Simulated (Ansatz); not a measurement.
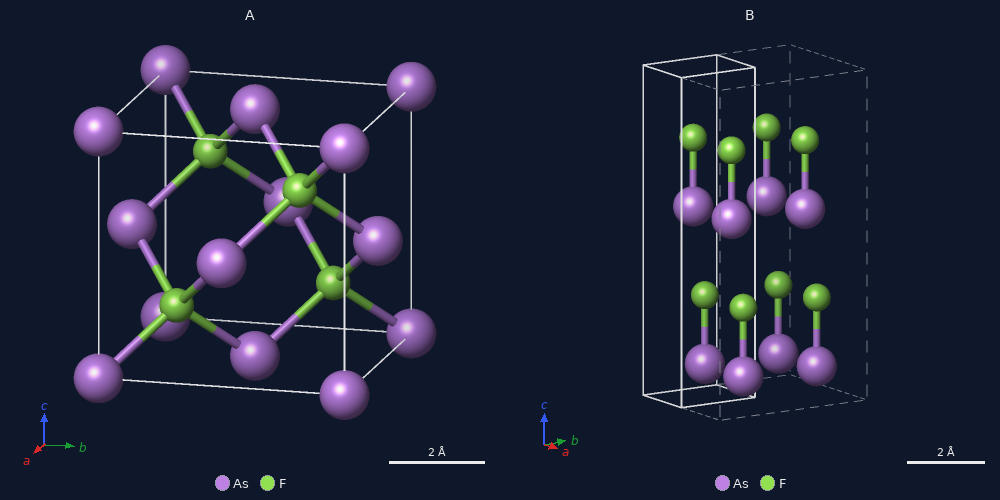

Two structures of AsF, each relaxed to rest (conventional cells in solid outline, small ones repeated, not to one scale). Method: DFT PBE, scalar-relativistic, plane waves, PAW in Ansatz 0.2.0, without spin polarisation.

**What structure does each panel show?**

A: zinc blende (sphalerite type), F-43m. B: 4 atoms a cell on a primitive hexagonal lattice, P6_3mc.

**Which is the more stable form at this level of theory?**

B is lower, by 1015 meV/atom at this level of theory (energies at zero smearing). Volumes: A 19.8, B 16.9 Å³/atom.

One or both may be structure types tried for this composition rather than known phases.
